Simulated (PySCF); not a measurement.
**C2H2ClSi (SMILES [C]#C[SiH2]Cl) at UMP2/pc-1**

Aim: the vertical ionisation energy of C2H2ClSi at UMP2/pc-1, from 2 runs. Input form: a Python script.

Program for the calculation: PySCF 2.14.0.

## (1) The molecule

The species is C2H2ClSi (6 atoms), meant as a doublet with charge 0. SMILES: `[C]#C[SiH2]Cl`. The shape is that of a PBE0-D4/def2-TZVP optimisation.

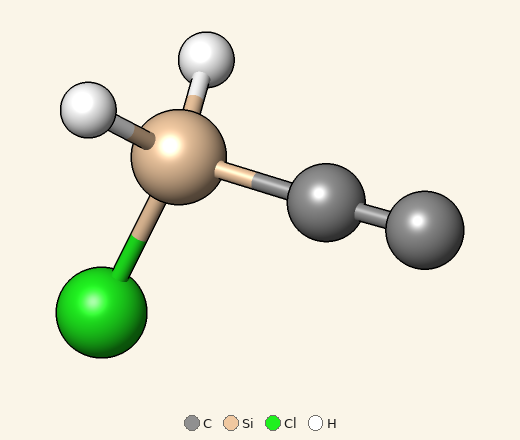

Viewed from a chosen angle; carbon grey, silicon light orange, chlorine green, hydrogen white.

## (2) A single-point energy at UMP2/pc-1

The input, job.py:

```python
# [C]#C[SiH2]Cl
from pyscf import gto, mp

molecule = gto.M(
    atom='''
C      1.641038    -3.891324     2.151264
C      0.893840    -1.985724     1.124387
Si    -0.160060     0.917273    -0.389284
Cl    -3.393003     0.217696    -2.388425
H      1.813192     1.796752    -2.157311
H     -0.715639     2.824574     1.572063
''',
    max_memory=1860,
    basis='pc-1',
    verbose=3,
    charge=0,
    spin=1,
    unit='bohr',
)

myscf = molecule.UHF()
myscf.conv_tol = 1e-10
myscf.kernel()
if not myscf.converged:
    myscf = myscf.newton().run(myscf.mo_coeff, myscf.mo_occ)

pt = mp.MP2(myscf, frozen=12).run()
energy = pt.e_tot
print('Final energy', energy)
```

Run with:

```console
$ OMP_NUM_THREADS=1 python job.py
```

The log of the run:

```text
converged SCF energy = -825.198376315627  <S^2> = 1.1416076  2S+1 = 2.3593284
E(UMP2) = -825.613200179227  E_corr = -0.414823863599548
E(SCS-UMP2) = -825.603034547742  E_corr = -0.404658232114502
Final energy -825.6132001792266
```

Wall time 2.2 s (1 thread of Arm Neoverse V1, shared host); peak memory 0.19 GiB.

## (3) The singlet cation, same level

The input, input.py:

```python
from pyscf import gto, scf, mp

mol = gto.Mole()
mol.atom = [
    ('C', (0.868400, -2.059200, 1.138400)),
    ('C', (0.473000, -1.050800, 0.595000)),
    ('Si', (-0.084700, 0.485400, -0.206000)),
    ('Cl', (-1.795500, 0.115200, -1.263900)),
    ('H', (0.959500, 0.950800, -1.141600)),
    ('H', (-0.378700, 1.494700, 0.831900)),
]
mol.charge = 1
mol.max_memory = 1860
mol.basis = 'pc-1'
mol.verbose = 4
mol.build()

mf = scf.RHF(mol)
mf.conv_tol = 1e-10
mf.kernel()
if not mf.converged:
    mf = mf.newton().run(mf.mo_coeff, mf.mo_occ)

pt = mp.MP2(mf, frozen=12).run()
etot = pt.e_tot
print('E = %.10f Eh' % etot)
```

Run with:

```console
$ OMP_NUM_THREADS=1 python input.py
```

The log of the run:

```text
PySCF version 2.14.0

[INPUT] num. atoms = 6
[INPUT] num. electrons = 44
[INPUT] charge = 1
[INPUT] spin (= nelec alpha-beta = 2S) = 0
[INPUT] symmetry False subgroup None
[INPUT] Mole.unit = angstrom
[INPUT] Symbol           X                Y                Z      unit          X                Y                Z       unit  Magmom
[INPUT]  1 C      0.868400000000  -2.059200000000   1.138400000000 AA    1.641038166572  -3.891324035704   2.151264220205 Bohr   0.0
[INPUT]  2 C      0.473000000000  -1.050800000000   0.595000000000 AA    0.893840456919  -1.985724211693   1.124387044116 Bohr   0.0
[INPUT]  3 Si    -0.084700000000   0.485400000000  -0.206000000000 AA   -0.160059802751   0.917273060864  -0.389283581660 Bohr   0.0
[INPUT]  4 Cl    -1.795500000000   0.115200000000  -1.263900000000 AA   -3.393003256657   0.217696449550  -2.388424848838 Bohr   0.0
[INPUT]  5 H      0.959500000000   0.950800000000  -1.141600000000 AA    1.813192216520   1.796751599236  -2.157311343803 Bohr   0.0
[INPUT]  6 H     -0.378700000000   1.494700000000   0.831900000000 AA   -0.715639283373   2.824573638387   1.572063163026 Bohr   0.0

nuclear repulsion = 166.882499284889
number of shells = 16
number of NR pGTOs = 142
number of NR cGTOs = 74
basis = pc-1
ecp = {}

[... 71 lines left out ...]
converged SCF energy = -824.667713733565
[... 1 line left out ...]
******** <class 'pyscf.mp.mp2.RMP2'> ********
nocc = 10, nmo = 62
frozen orbitals 12
E(RMP2) = -825.13530741397  E_corr = -0.467593680405656
E(SCS-RMP2) = -825.130655718981  E_corr = -0.462941985415793
E_corr(same-spin) = -0.113273574312686
E_corr(oppo-spin) = -0.35432010609297
E = -825.1353074140 Eh
```

It took 1.8 s on 1 thread of Arm Neoverse V1, shared host; peak memory 0.18 GiB.

## (4) What came out

At UMP2/pc-1, 12 core orbitals frozen:

| quantity | value |
| --- | --- |
| doublet C2H2ClSi: total energy | -825.61320 Eh |
| doublet C2H2ClSi: dipole moment (Hartree–Fock density) | 1.69 D |
| doublet C2H2ClSi: HOMO energy (Hartree–Fock orbitals) (highest over α and β) | -11.65 eV |
| doublet C2H2ClSi: LUMO energy (Hartree–Fock orbitals) (lowest over α and β) | 0.51 eV |
| doublet C2H2ClSi: correlation energy (12 core orbitals frozen) | -414.8 mEh |
| doublet C2H2ClSi: ⟨S²⟩ of the reference determinant | 1.142 |
| singlet cation: total energy | -825.13531 Eh |
| singlet cation: HOMO energy (Hartree–Fock orbitals) | -17.02 eV |
| singlet cation: LUMO energy (Hartree–Fock orbitals) | -11.57 eV |
| singlet cation: HOMO–LUMO gap (Hartree–Fock orbitals) | 5.44 eV |
| singlet cation: correlation energy (12 core orbitals frozen) | -467.6 mEh |
| vertical ionisation energy (to the singlet cation) | 13.004 eV |

Removing an electron at fixed nuclei costs 13.00 eV (1255 kJ/mol). Only the singlet of the ionised species was computed; a triplet could lie lower. ⟨S²⟩ (doublet C2H2ClSi) is 1.14 where a pure doublet has 0.75: the reference is spin-contaminated. Mulliken charges (singlet cation) of the mean-field density run from -0.27 on Cl4 to +0.98 on Si3.
